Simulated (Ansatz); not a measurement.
# AlHF₂ + HCl: a complex and its separated parts

The complex below is one end of an elementary step. How strongly is it bound against its free parts?

Method: PBE0-D4/def2-TZVP structures, single points in def2-TZVPP, no counterpoise correction; program: Ansatz 0.2.0, Gaussian basis.

Levels: SPW92, PBE-D4, BLYP-D4, r2SCAN-D4, B97M-V, PBE0-D4, B3LYP-D4, r2SCAN0-D4, BHLYP-D4, CAM-B3LYP-D4, wB97X-V, wB97M-V, B2PLYP, PBE-QIDH, RPA on PBE, Hartree-Fock, MP2, CCSD, CCSD(T).

Cores are frozen in the correlated methods. B3LYP uses VWN-RPA correlation. B2PLYP carries no dispersion term here.

78 further runs of the same task are left out: 78 set aside as unsound or not needed.

## Step 1: Where the work starts

The complex: 6 atoms, charge 0, spin multiplicity 1.

Atoms are counted from 1 here; the program's logs count them from 0.

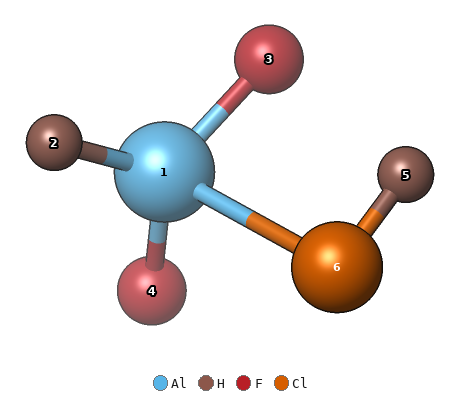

As it starts; aluminium blue, hydrogen brown, fluorine red, chlorine orange; atoms are numbered from 1 in the order of the file.

Coordinates:

```xyz
6
AlClF2H2
Al   -0.43523   -0.65894    0.03785
H    -1.73693   -0.49278    0.88855
F    -0.38055   -0.06681   -1.51395
F     0.66115   -1.82954    0.41601
H     0.92666    1.66740   -0.54235
Cl    0.96489    1.38078    0.71380
```

Its parts: AlHF₂ holds atoms 1, 2, 3, 4; HCl holds atoms 5, 6. Each part counts its atoms afresh in its own runs.

## Step 2: Relaxing AlHF₂ alone

relax-a/in.yaml

```yaml
crystal:
  periodic: [false, false, false]
  atoms:
    - {symbol: Al, position_ang: [-0.435231, -0.658942, 0.037851]}
    - {symbol: H, position_ang: [-1.736931, -0.492784, 0.888550]}
    - {symbol: F, position_ang: [-0.380550, -0.066805, -1.513955]}
    - {symbol: F, position_ang: [0.661153, -1.829545, 0.416009]}
basis:
  gaussian: {orbitals: def2-TZVP}
hamiltonian: {xc: pbe0, dispersion: d4}
relax: {f_tol: 0.005, max_steps: 200}
```

On the command line:

```sh
ansatz run in.yaml --threads 2 --pin off --events-out ev --progress --plain --max-ram 4352MiB
```

Further steps of the session: Relaxing HCl alone; SPW92/def2-TZVPP; PBE-D4/def2-TZVPP; BLYP-D4/def2-TZVPP; r2SCAN-D4/def2-TZVPP; B97M-V/def2-TZVPP; PBE0-D4/def2-TZVPP; B3LYP-D4/def2-TZVPP; r2SCAN0-D4/def2-TZVPP; BHLYP-D4/def2-TZVPP; CAM-B3LYP-D4/def2-TZVPP; wB97X-V/def2-TZVPP; wB97M-V/def2-TZVPP; B2PLYP/def2-TZVPP; PBE-QIDH/def2-TZVPP; RPA on PBE/def2-TZVPP; CCSD(T)/def2-TZVPP; Vibrations of AlHF₂; Vibrations of HCl.

Q: Predict the outcome of this session. Wanted: complex less parts, CCSD(T)/def2-TZVPP; with zero-point energy; largest T1 diagnostic.

As calculated:

| quantity | value |
| --- | --- |
| complex less parts, CCSD(T)/def2-TZVPP | -8.6 kcal/mol |
| with zero-point energy | -7.2 kcal/mol |
| largest T1 diagnostic | 0.013 |

**Reading.** At CCSD(T) the complex lies 8.6 kcal/mol below its parts. The functionals run from B3LYP-D4, off by -0.1 kcal/mol, to SPW92, off by -5.7 kcal/mol, against CCSD(T). Mean unsigned error by rung: LDA 5.7, GGA 0.9, meta-GGA 1.4, hybrid 1.1, range-separated hybrid 1.1, double hybrid 0.8 kcal/mol. PBE-D4 gives a relative energy 1.4 kcal/mol too low, outside chemical accuracy (1 kcal/mol). No counterpoise was applied, and triple zeta lacks some correlation, so the CCSD(T) reference has a basis error of its own, and close matches with it are partly luck.
